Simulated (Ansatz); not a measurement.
**Ti, pressure series**

The reference is Ti in the hcp (Mg type) structure (space group P6_3/mmc, No. 194; a = 2.9359 Å, c = 4.6366 Å).

Cell and atoms are relaxed at each pressure.

Method: r2SCAN/PAW in Ansatz (an electronic-structure program), scalar-relativistic without spin-orbit coupling.

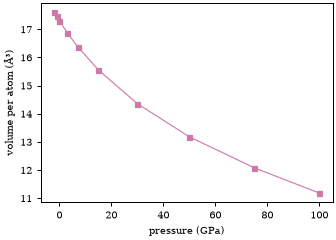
*Volume per atom against pressure*

```csv
pressure (GPa),volume per atom
-2,17.61 Å³
-1,17.46 Å³
3,16.89 Å³
7,16.39 Å³
15,15.56 Å³
30,14.36 Å³
50,13.18 Å³
75,12.08 Å³
100,11.18 Å³
```

Load acts through the strain it causes; cell and atoms are relaxed under it. Stability against distortions was not tested. No other phases were tried under pressure. All final runs are without spin polarisation.
